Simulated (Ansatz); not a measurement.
MoS$_{2}$ (3R-MoS2 type, space group R3m)

```
CELL_PARAMETERS angstrom
      1.57661     0.91026     5.99789
     -1.57661     0.91026     5.99789
      0.00000    -1.82051     5.99789
ATOMIC_POSITIONS crystal
  Mo 0.00002 0.00002 0.00002
  S  0.75353 0.75353 0.75353
  S  0.57975 0.57975 0.57975
```

In this cell atom 2 (S, nearest neighbour Mo at 2.399 Å; its periodic images, 3.2 Å or more away, move with it) is moved by s along Cartesian z, unit vector (0.000, 0.000, 1.000); all other atoms and the cell stay fixed.

All values below come from PBE-D3(BJ) (plane waves to 420 eV, PAW, scalar-relativistic; Ansatz, a program for electronic structure). k mesh 10×10×10 (Γ-centred), Fermi-Dirac smearing 0.05 eV. E stands for the smeared free energy. As the smearing reaches across the gap at some points, energies and forces of such displacements shift with the k mesh and the smearing. F∥ is the force on the atom along that direction. MoS2 is run without spin polarisation. MoS2 was relaxed with its symmetry unable to fall. The PAW data are Ansatz's earlier set. This is one of several known forms of MoS2; the measured ambient cells at hand have space group No. 194. The zero of ΔE is the undisplaced structure.

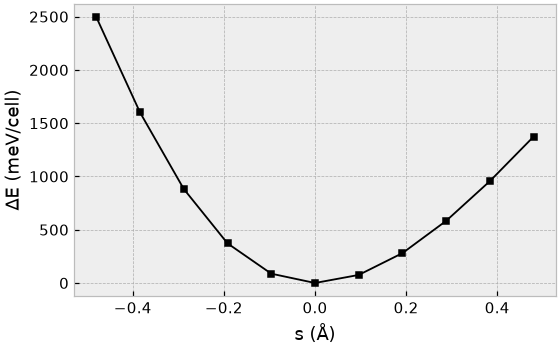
Figure. ΔE (meV/cell) against s (Å); markers are the computed points, lines only join them.

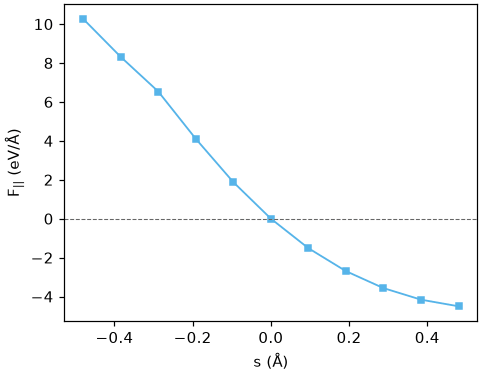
*F∥ (eV/Å) against s (Å); markers are the computed points, lines only join them.*

The energy at s = 0.480 Å is 1375 meV/cell and the force along the line at s = -0.480 Å is 10.3 eV/Å. Shape of the curve: a single well with its minimum at or next to zero displacement. Symmetry of the curve: not even: the negative side lies higher at ±0.480 Å. Harmonic estimate at the end of the scan: ½ks² = 2037 meV/cell against the computed 1375 meV/cell, so the well is softer than harmonic there.

With its periodic images moving along, the atom's site symmetry in this cell is 3m.

(A displaced cell: forces are minus the slopes of the energy, force constants its curvatures, and phonons follow from these.)
